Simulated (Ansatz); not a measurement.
# H₂Br (doublet): B2PLYP, RPA-PBE over a scan of the distance H1–H2 along a hydrogen transfer, cc-pVTZ, part 2 of 2

Ansatz 0.2.0, Gaussian basis; cc-pVTZ, all electrons in the functionals, frozen cores in the correlation of double hybrids and RPA. Earlier steps stand in the parts before.

## Step 12: RPA-PBE, 0.745 Å

Input file in.yaml:

```yaml
crystal:
  periodic: [false, false, false]
  atoms:
    - {symbol: H, position_ang: [0.000000, 0.000000, -1.112000]}
    - {symbol: H, position_ang: [0.000000, 0.000000, -0.367000]}
    - {symbol: Br, position_ang: [0.000000, 0.000000, 1.479000]}
basis:
  gaussian: {orbitals: cc-pVTZ}
magnetization: {spin_polarized: true, initial_magnetization: 1}
hamiltonian: {xc: {name: PBE}}
correlation: {method: rpa, electrons: outside_noble_gas}
```

The run is started by

```bash
> ansatz run in.yaml --threads 1 --pin off --events-out ev --progress --plain --max-ram 2393MiB
```

The program printed:

```text
Functional definition: PBE
  name "PBE"
  cite "Perdew, Burke & Ernzerhof, Phys. Rev. Lett. 77, 3865 (1996) doi:10.1103/PhysRevLett.77.3865"
  parent pbe
  parameter kappa = 0.804
  parameter beta = 0.06672455060314922
  exchange = pbe_x(kappa = kappa, mu = beta*pi^2/3)
  correlation = pbe_c(beta = beta)
421 factors; integrals over basis functions are off by at most 1.2e-3 eV
mean field evaluation 1: about -70066.9130 eV, gradient 9.4e0 eV
mean field evaluation 2: about -70066.9113 eV, gradient 9.4e0 eV
mean field evaluation 4: about -70067.4052 eV, gradient 2.9e0 eV
mean field evaluation 8: about -70067.4583 eV, gradient 4.2e-2 eV
mean field evaluation 16: about -70067.4583 eV, gradient 1.6e-6 eV
mean field evaluation 32: about -70066.1889 eV, gradient 7.3e0 eV
mean field evaluation 64: about -70067.4573 eV, gradient 1.5e-1 eV
mean field -70067.45830388 eV, -2574.9315992384 hartree, gradient 1.6e-6 eV, S^2 0.752978; 7 other end points of the search recorded, 0 dependent functions left out
14 core orbitals not correlated: weight in the atoms' cores, before any rotation towards them, 1.000 or more for the frozen orbitals, at most 0.000 for the correlated occupied ones
reference -70029.44170326 eV, -2573.5345149345 hartree; 5, 4 occupied and 52, 53 virtual orbitals, 421 factors
Total energy: -70038.56483287 eV, -2573.8697837635 hartree
```

Wall time 8 s (1 thread of Arm Neoverse N1, shared host).

From the report: ⟨S²⟩ of the determinant 0.753 (pure doublet: 0.75).

## Step 13: RPA-PBE, 0.790 Å

Input file in.yaml:

```yaml
crystal:
  periodic: [false, false, false]
  atoms:
    - {symbol: H, position_ang: [0.000000, 0.000000, -1.127000]}
    - {symbol: H, position_ang: [0.000000, 0.000000, -0.337000]}
    - {symbol: Br, position_ang: [0.000000, 0.000000, 1.464000]}
basis:
  gaussian: {orbitals: cc-pVTZ}
magnetization: {spin_polarized: true, initial_magnetization: 1}
hamiltonian: {xc: {name: PBE}}
correlation: {method: rpa, electrons: outside_noble_gas}
```

Launched as before.

The program printed:

```text
Functional definition: PBE
  name "PBE"
  cite "Perdew, Burke & Ernzerhof, Phys. Rev. Lett. 77, 3865 (1996) doi:10.1103/PhysRevLett.77.3865"
  parent pbe
  parameter kappa = 0.804
  parameter beta = 0.06672455060314922
  exchange = pbe_x(kappa = kappa, mu = beta*pi^2/3)
  correlation = pbe_c(beta = beta)
421 factors; integrals over basis functions are off by at most 1.3e-3 eV
mean field evaluation 1: about -70066.9868 eV, gradient 8.9e0 eV
mean field evaluation 2: about -70066.9863 eV, gradient 9.0e0 eV
mean field evaluation 4: about -70067.4298 eV, gradient 2.8e0 eV
mean field evaluation 8: about -70067.4813 eV, gradient 5.2e-2 eV
mean field evaluation 16: about -70067.4813 eV, gradient 1.9e-6 eV
mean field evaluation 32: about -70066.0282 eV, gradient 7.7e0 eV
mean field evaluation 64: about -70067.2153 eV, gradient 1.7e0 eV
mean field -70067.48129063 eV, -2574.9324439862 hartree, gradient 1.9e-6 eV, S^2 0.753460; 7 other end points of the search recorded, 0 dependent functions left out
14 core orbitals not correlated: weight in the atoms' cores, before any rotation towards them, 1.000 or more for the frozen orbitals, at most 0.000 for the correlated occupied ones
reference -70029.37155713 eV, -2573.5319371116 hartree; 5, 4 occupied and 52, 53 virtual orbitals, 421 factors
Total energy: -70038.53455622 eV, -2573.8686711173 hartree
```

It took 8 s on 1 thread of Arm Neoverse N1, shared host.

From the report: ⟨S²⟩ of the determinant 0.753 (pure doublet: 0.75).

From 0.745 Å: +2.9 kJ/mol.

## Step 14: RPA-PBE, 0.835 Å

Input file in.yaml:

```yaml
crystal:
  periodic: [false, false, false]
  atoms:
    - {symbol: H, position_ang: [0.000000, 0.000000, -1.142000]}
    - {symbol: H, position_ang: [0.000000, 0.000000, -0.307000]}
    - {symbol: Br, position_ang: [0.000000, 0.000000, 1.449000]}
basis:
  gaussian: {orbitals: cc-pVTZ}
magnetization: {spin_polarized: true, initial_magnetization: 1}
hamiltonian: {xc: {name: PBE}}
correlation: {method: rpa, electrons: outside_noble_gas}
```

The command is unchanged.

The program printed:

```text
Functional definition: PBE
  name "PBE"
  cite "Perdew, Burke & Ernzerhof, Phys. Rev. Lett. 77, 3865 (1996) doi:10.1103/PhysRevLett.77.3865"
  parent pbe
  parameter kappa = 0.804
  parameter beta = 0.06672455060314922
  exchange = pbe_x(kappa = kappa, mu = beta*pi^2/3)
  correlation = pbe_c(beta = beta)
425 factors; integrals over basis functions are off by at most 1.3e-3 eV
mean field evaluation 1: about -70067.0170 eV, gradient 8.5e0 eV
mean field evaluation 2: about -70067.0168 eV, gradient 8.5e0 eV
mean field evaluation 4: about -70067.4147 eV, gradient 2.8e0 eV
mean field evaluation 8: about -70067.4645 eV, gradient 5.3e-2 eV
mean field evaluation 16: about -70067.4645 eV, gradient 2.2e-6 eV
mean field evaluation 32: about -70065.7890 eV, gradient 8.2e0 eV
mean field evaluation 64: about -70067.4363 eV, gradient 1.7e0 eV
mean field -70067.46449392 eV, -2574.9318267184 hartree, gradient 2.2e-6 eV, S^2 0.754036; 7 other end points of the search recorded, 0 dependent functions left out
14 core orbitals not correlated: weight in the atoms' cores, before any rotation towards them, 1.000 or more for the frozen orbitals, at most 0.000 for the correlated occupied ones
reference -70029.27155246 eV, -2573.5282620079 hartree; 5, 4 occupied and 52, 53 virtual orbitals, 425 factors
Total energy: -70038.46745969 eV, -2573.8662053653 hartree
```

It took 8 s on 1 thread of Arm Neoverse N1, shared host.

From the report: ⟨S²⟩ of the determinant 0.754 (pure doublet: 0.75).

From 0.745 Å: +9.4 kJ/mol.

## Step 15: RPA-PBE, 0.880 Å

Input file in.yaml:

```yaml
crystal:
  periodic: [false, false, false]
  atoms:
    - {symbol: H, position_ang: [0.000000, 0.000000, -1.157000]}
    - {symbol: H, position_ang: [0.000000, 0.000000, -0.277000]}
    - {symbol: Br, position_ang: [0.000000, 0.000000, 1.434000]}
basis:
  gaussian: {orbitals: cc-pVTZ}
magnetization: {spin_polarized: true, initial_magnetization: 1}
hamiltonian: {xc: {name: PBE}}
correlation: {method: rpa, electrons: outside_noble_gas}
```

The command is unchanged.

The program printed:

```text
Functional definition: PBE
  name "PBE"
  cite "Perdew, Burke & Ernzerhof, Phys. Rev. Lett. 77, 3865 (1996) doi:10.1103/PhysRevLett.77.3865"
  parent pbe
  parameter kappa = 0.804
  parameter beta = 0.06672455060314922
  exchange = pbe_x(kappa = kappa, mu = beta*pi^2/3)
  correlation = pbe_c(beta = beta)
428 factors; integrals over basis functions are off by at most 1.2e-3 eV
mean field evaluation 1: about -70067.0177 eV, gradient 8.1e0 eV
mean field evaluation 2: about -70067.0167 eV, gradient 8.1e0 eV
mean field evaluation 4: about -70067.3749 eV, gradient 2.7e0 eV
mean field evaluation 8: about -70067.4237 eV, gradient 4.8e-2 eV
mean field evaluation 16: about -70067.4237 eV, gradient 2.3e-6 eV
mean field evaluation 32: about -70067.2491 eV, gradient 4.8e0 eV
mean field -70067.42371053 eV, -2574.9303279566 hartree, gradient 2.3e-6 eV, S^2 0.754637; 7 other end points of the search recorded, 0 dependent functions left out
14 core orbitals not correlated: weight in the atoms' cores, before any rotation towards them, 1.000 or more for the frozen orbitals, at most 0.000 for the correlated occupied ones
reference -70029.16341764 eV, -2573.5242881265 hartree; 5, 4 occupied and 52, 53 virtual orbitals, 428 factors
Total energy: -70038.38134637 eV, -2573.8630407592 hartree
```

Run time: 7 s. Hardware: 1 thread of Arm Neoverse N1, shared host.

From the report: ⟨S²⟩ of the determinant 0.755 (pure doublet: 0.75).

From 0.745 Å: +17.7 kJ/mol.

## Step 16: RPA-PBE, 0.926 Å

Input file in.yaml:

```yaml
crystal:
  periodic: [false, false, false]
  atoms:
    - {symbol: H, position_ang: [0.000000, 0.000000, -1.172333]}
    - {symbol: H, position_ang: [0.000000, 0.000000, -0.246333]}
    - {symbol: Br, position_ang: [0.000000, 0.000000, 1.418667]}
basis:
  gaussian: {orbitals: cc-pVTZ}
magnetization: {spin_polarized: true, initial_magnetization: 1}
hamiltonian: {xc: {name: PBE}}
correlation: {method: rpa, electrons: outside_noble_gas}
```

Same command.

The program printed:

```text
Functional definition: PBE
  name "PBE"
  cite "Perdew, Burke & Ernzerhof, Phys. Rev. Lett. 77, 3865 (1996) doi:10.1103/PhysRevLett.77.3865"
  parent pbe
  parameter kappa = 0.804
  parameter beta = 0.06672455060314922
  exchange = pbe_x(kappa = kappa, mu = beta*pi^2/3)
  correlation = pbe_c(beta = beta)
428 factors; integrals over basis functions are off by at most 1.2e-3 eV
mean field evaluation 1: about -70066.9972 eV, gradient 7.8e0 eV
mean field evaluation 2: about -70066.9952 eV, gradient 7.8e0 eV
mean field evaluation 4: about -70067.3238 eV, gradient 2.6e0 eV
mean field evaluation 8: about -70067.3694 eV, gradient 3.9e-2 eV
mean field evaluation 16: about -70067.3694 eV, gradient 2.3e-6 eV
mean field evaluation 32: about -70067.1276 eV, gradient 5.6e0 eV
mean field -70067.36941133 eV, -2574.9283324975 hartree, gradient 2.3e-6 eV, S^2 0.755156; 7 other end points of the search recorded, 0 dependent functions left out
14 core orbitals not correlated: weight in the atoms' cores, before any rotation towards them, 1.000 or more for the frozen orbitals, at most 0.000 for the correlated occupied ones
reference -70029.06288140 eV, -2573.5205934879 hartree; 5, 4 occupied and 52, 53 virtual orbitals, 428 factors
Total energy: -70038.28824575 eV, -2573.8596193746 hartree
```

Run time: 7 s. Hardware: 1 thread of Arm Neoverse N1, shared host.

From the report: ⟨S²⟩ of the determinant 0.755 (pure doublet: 0.75).

From 0.745 Å: +26.7 kJ/mol.

## Step 17: RPA-PBE, 0.971 Å

Input file in.yaml:

```yaml
crystal:
  periodic: [false, false, false]
  atoms:
    - {symbol: H, position_ang: [0.000000, 0.000000, -1.187333]}
    - {symbol: H, position_ang: [0.000000, 0.000000, -0.216333]}
    - {symbol: Br, position_ang: [0.000000, 0.000000, 1.403667]}
basis:
  gaussian: {orbitals: cc-pVTZ}
magnetization: {spin_polarized: true, initial_magnetization: 1}
hamiltonian: {xc: {name: PBE}}
correlation: {method: rpa, electrons: outside_noble_gas}
```

Launched as before.

The program printed:

```text
Functional definition: PBE
  name "PBE"
  cite "Perdew, Burke & Ernzerhof, Phys. Rev. Lett. 77, 3865 (1996) doi:10.1103/PhysRevLett.77.3865"
  parent pbe
  parameter kappa = 0.804
  parameter beta = 0.06672455060314922
  exchange = pbe_x(kappa = kappa, mu = beta*pi^2/3)
  correlation = pbe_c(beta = beta)
428 factors; integrals over basis functions are off by at most 1.3e-3 eV
mean field evaluation 1: about -70066.9623 eV, gradient 7.5e0 eV
mean field evaluation 2: about -70066.9600 eV, gradient 7.5e0 eV
mean field evaluation 4: about -70067.2702 eV, gradient 2.5e0 eV
mean field evaluation 8: about -70067.3119 eV, gradient 2.8e-2 eV
mean field evaluation 16: about -70067.3119 eV, gradient 7.1e-6 eV
mean field evaluation 32: about -70067.3087 eV, gradient 3.8e-1 eV
mean field -70067.31186759 eV, -2574.9262178041 hartree, gradient 7.1e-6 eV, S^2 0.755440; 5 other end points of the search recorded, 0 dependent functions left out
14 core orbitals not correlated: weight in the atoms' cores, before any rotation towards them, 1.000 or more for the frozen orbitals, at most 0.000 for the correlated occupied ones
reference -70028.98705514 eV, -2573.5178069240 hartree; 5, 4 occupied and 52, 53 virtual orbitals, 428 factors
Total energy: -70038.20243084 eV, -2573.8564657347 hartree
```

Wall time 6.5 s (1 thread of Arm Neoverse N1, shared host).

From the report: ⟨S²⟩ of the determinant 0.755 (pure doublet: 0.75).

From 0.745 Å: +35.0 kJ/mol.

## Step 18: RPA-PBE, 1.016 Å

Input file in.yaml:

```yaml
crystal:
  periodic: [false, false, false]
  atoms:
    - {symbol: H, position_ang: [0.000000, 0.000000, -1.202333]}
    - {symbol: H, position_ang: [0.000000, 0.000000, -0.186333]}
    - {symbol: Br, position_ang: [0.000000, 0.000000, 1.388667]}
basis:
  gaussian: {orbitals: cc-pVTZ}
magnetization: {spin_polarized: true, initial_magnetization: 1}
hamiltonian: {xc: {name: PBE}}
correlation: {method: rpa, electrons: outside_noble_gas}
```

Same command.

The program printed:

```text
Functional definition: PBE
  name "PBE"
  cite "Perdew, Burke & Ernzerhof, Phys. Rev. Lett. 77, 3865 (1996) doi:10.1103/PhysRevLett.77.3865"
  parent pbe
  parameter kappa = 0.804
  parameter beta = 0.06672455060314922
  exchange = pbe_x(kappa = kappa, mu = beta*pi^2/3)
  correlation = pbe_c(beta = beta)
428 factors; integrals over basis functions are off by at most 1.3e-3 eV
mean field evaluation 1: about -70066.9160 eV, gradient 7.4e0 eV
mean field evaluation 2: about -70066.9141 eV, gradient 7.4e0 eV
mean field evaluation 4: about -70067.2171 eV, gradient 2.3e0 eV
mean field evaluation 8: about -70067.2537 eV, gradient 2.1e-2 eV
mean field evaluation 16: about -70067.2537 eV, gradient 8.0e-7 eV
mean field evaluation 32: about -70066.8310 eV, gradient 6.9e0 eV
mean field -70067.25372349 eV, -2574.9240810480 hartree, gradient 8.1e-7 eV, S^2 0.755407; 5 other end points of the search recorded, 0 dependent functions left out
14 core orbitals not correlated: weight in the atoms' cores, before any rotation towards them, 1.000 or more for the frozen orbitals, at most 0.000 for the correlated occupied ones
reference -70028.93941095 eV, -2573.5160560324 hartree; 5, 4 occupied and 52, 53 virtual orbitals, 428 factors
Total energy: -70038.12737747 eV, -2573.8537075742 hartree
```

Wall time 7 s (1 thread of Arm Neoverse N1, shared host).

From the report: ⟨S²⟩ of the determinant 0.755 (pure doublet: 0.75).

From 0.745 Å: +42.2 kJ/mol.

## Step 19: RPA-PBE, 1.061 Å

Input file in.yaml:

```yaml
crystal:
  periodic: [false, false, false]
  atoms:
    - {symbol: H, position_ang: [0.000000, 0.000000, -1.217333]}
    - {symbol: H, position_ang: [0.000000, 0.000000, -0.156333]}
    - {symbol: Br, position_ang: [0.000000, 0.000000, 1.373667]}
basis:
  gaussian: {orbitals: cc-pVTZ}
magnetization: {spin_polarized: true, initial_magnetization: 1}
hamiltonian: {xc: {name: PBE}}
correlation: {method: rpa, electrons: outside_noble_gas}
```

The command is unchanged.

The program printed:

```text
Functional definition: PBE
  name "PBE"
  cite "Perdew, Burke & Ernzerhof, Phys. Rev. Lett. 77, 3865 (1996) doi:10.1103/PhysRevLett.77.3865"
  parent pbe
  parameter kappa = 0.804
  parameter beta = 0.06672455060314922
  exchange = pbe_x(kappa = kappa, mu = beta*pi^2/3)
  correlation = pbe_c(beta = beta)
428 factors; integrals over basis functions are off by at most 1.3e-3 eV
mean field evaluation 1: about -70066.8594 eV, gradient 7.3e0 eV
mean field evaluation 2: about -70066.8580 eV, gradient 7.3e0 eV
mean field evaluation 4: about -70067.1637 eV, gradient 2.1e0 eV
mean field evaluation 8: about -70067.1946 eV, gradient 2.0e-2 eV
mean field evaluation 16: about -70067.1946 eV, gradient 6.7e-7 eV
mean field evaluation 32: about -70066.6791 eV, gradient 7.5e0 eV
mean field -70067.19462791 eV, -2574.9219093253 hartree, gradient 6.7e-7 eV, S^2 0.755049; 5 other end points of the search recorded, 0 dependent functions left out
14 core orbitals not correlated: weight in the atoms' cores, before any rotation towards them, 1.000 or more for the frozen orbitals, at most 0.000 for the correlated occupied ones
reference -70028.91824133 eV, -2573.5152780631 hartree; 5, 4 occupied and 52, 53 virtual orbitals, 428 factors
Total energy: -70038.06351777 eV, -2573.8513607736 hartree
```

Run time: 7 s. Hardware: 1 thread of Arm Neoverse N1, shared host.

From the report: ⟨S²⟩ of the determinant 0.755 (pure doublet: 0.75).

From 0.745 Å: +48.4 kJ/mol.

## Step 20: Against the wave-function levels

The yardstick is UCCSDT(Q), where the cluster series has nearly closed. It comes from earlier runs at the same points. Energies in kJ/mol, counted from 0.745 Å; blanks weren't run or aren't comparable.

```tsv
level	0.693 Å	0.745 Å	0.790 Å	0.835 Å	0.880 Å	0.926 Å	0.971 Å	1.016 Å	1.061 Å
UCCSDT(Q)	4.1	0.0	2.8	9.0	16.9	25.1	32.3	38.2	42.9
B2PLYP	5.2	0.0	1.8	7.1	14.1	21.6	28.5	34.3	39.3
RPA-PBE	3.9	0.0	2.9	9.4	17.7	26.7	35.0	42.2	48.4
```

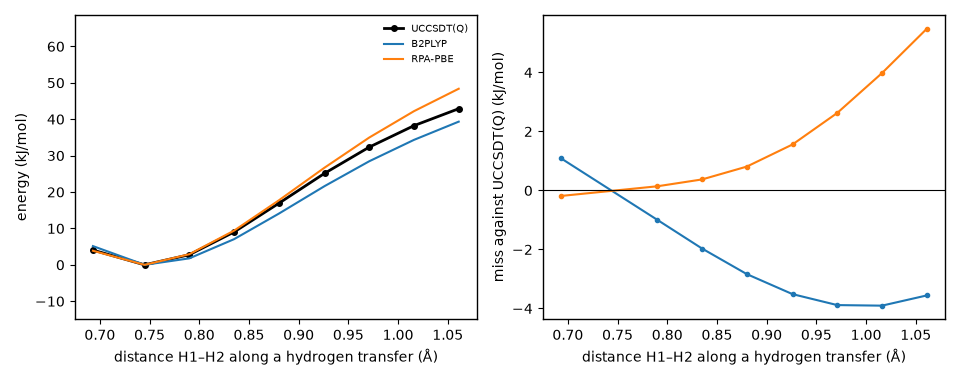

Left: the curves (the axis may cut off levels that run far away). Right: misses against UCCSDT(Q), in the same colours.

Largest miss and mean time a point (UCCSDT(Q) took 94 s a point; shared hosts):

```tsv
level	largest miss (kJ/mol)	where	time a point
B2PLYP	-3.9	1.016 Å	4.3 s
RPA-PBE	+5.5	1.061 Å	7.4 s
```

## Step 21: Summary of results

What follows sums up all 2 parts.

| quantity | value |
| --- | --- |
| span of the UCCSDT(Q) curve | 42.9 kJ/mol |
| largest miss, B2PLYP | -3.9 kJ/mol (1.016 Å) |
| largest miss, RPA-PBE | +5.5 kJ/mol (1.061 Å) |

In words: Of the functionals, B2PLYP keep the smallest largest miss at the points compared (at most 3.9 kJ/mol) and RPA-PBE strays most (5.5 kJ/mol, at 1.061 Å). Functionals and the yardstick converge differently with the basis, so part of each miss in cc-pVTZ is the basis.
